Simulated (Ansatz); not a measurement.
System: GeH₂O₂Sb (SMILES [O+]1=[Ge-][OH+][SbH]1) (charge +1).

Input file:

```
crystal:
  periodic: [false, false, false]
  atoms:
    - {symbol: Ge, position_ang: [-0.001930, 0.031547, -2.651276]}
    - {symbol: O, position_ang: [-0.853155, -1.261881, -1.797232]}
    - {symbol: O, position_ang: [1.082377, 0.001584, -0.961699]}
    - {symbol: Sb, position_ang: [-0.045622, -1.535279, 0.019428]}
    - {symbol: H, position_ang: [1.815986, 0.558669, -0.643631]}
    - {symbol: H, position_ang: [1.056107, -2.746062, -0.522994]}
basis:
  gaussian: {orbitals: def2-TZVPD}
total_charge: 1
magnetization: {spin_polarized: false, initial_magnetization: 0}
hamiltonian: {xc: {name: PBE0}}
output: {forces: true, orbitals: {seedname: orbitals}}
```

Command:

```sh
ansatz run input.yaml --threads 1 --pin off --max-ram 2610MiB --events-out events.jsonl --progress --plain --runs-dir runs
```

Geometry: r2SCAN-D4/def2-SVP; core potentials replace the inner electrons of Sb.

These are results of isolated molecule in a Gaussian basis; Kohn-Sham density functional theory, functional PBE0 in Ansatz, not measurements.

> What will maps of the electron density and electron localisation function show?

Ge–O (1.77 Å): the density is about 1 e/Å³ at the midpoint; the ELF peaks at about 0.80 in the valence shell of O, 0.6 Å from its nucleus, and is about 0.30 at the midpoint.
Sb–O (2.01 Å): ρ at the midpoint is about 0.79 e/Å³; the ELF peaks at about 0.80 in the valence shell of O, 0.6 Å from its nucleus, and drops to about 0.15 between the two atoms.
O–H (0.97 Å): the density is about 3.7 e/Å³ at the midpoint; the ELF climbs to about 1 towards the hydrogen, as it does in any bond to H: an ordinary covalent bond to hydrogen.
Ge–O (2.01 Å): the density is about 0.57 e/Å³ at the midpoint; the ELF peaks at about 0.85 in the valence shell of O, 0.6 Å from its nucleus, and is about 0.30 at the midpoint.

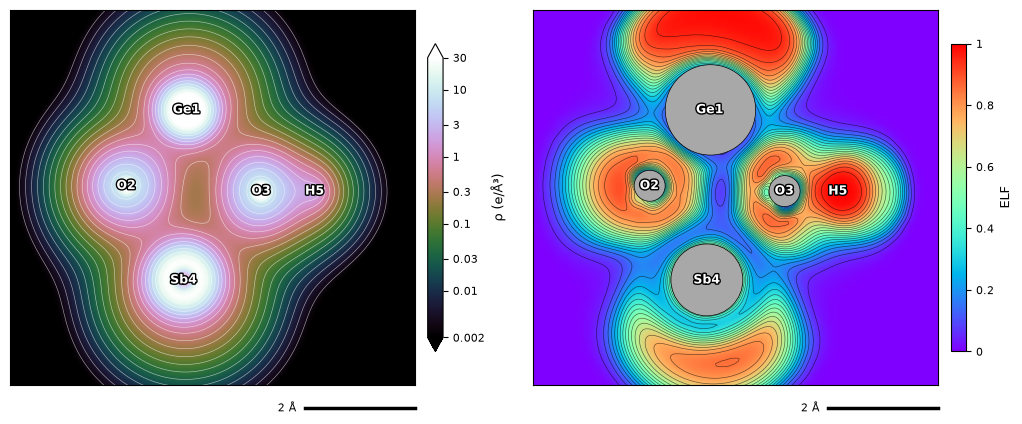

Computed electron density and electron localisation function on the plane of atoms Sb4, O3 and H5, in this order. Grey discs cover the atomic cores in the ELF map. 
